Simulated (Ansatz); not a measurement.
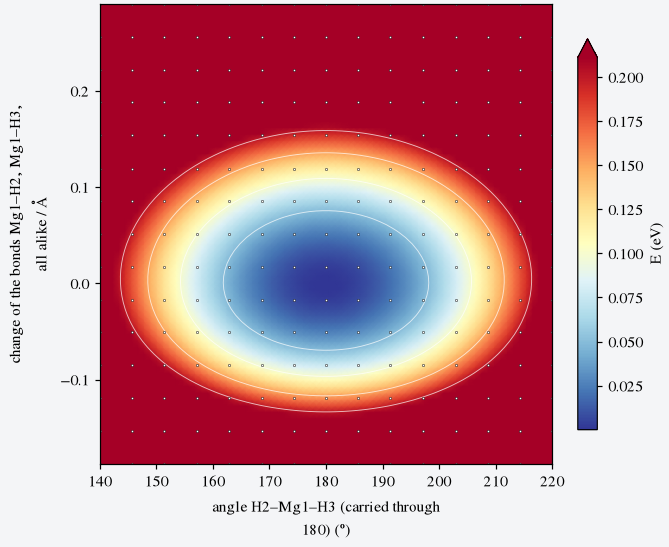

MgH2. The first coordinate is: angle H2–Mg1–H3 (carried through 180); the second: change of the bonds Mg1–H2, Mg1–H3, all alike. Nothing is relaxed (all other coordinates rigid). The scan uses a 15 × 15 grid; 120 points were computed and 105 follow by symmetry. Points are written as (first, second). Energies are in eV, from the relaxed molecule at the same level. Method: Ansatz, RKS r2SCAN-D4/def2-TZVP.

The picture shows a smooth colour map with a few white contour lines, dots at the grid points, one colour for all values above the top of the scale. Between grid points the surface is interpolated.

**Where is the minimum, and how stiff is the well along each coordinate?**

The interpolated minimum is at the first coordinate ≈ 180.0°, the second coordinate ≈ 0.000 Å. The curvatures there are about 1 eV/rad² and 19 eV/Å², with a cross term of about 0 eV/(rad·Å). Round the minimum the two coordinates are nearly uncoupled.
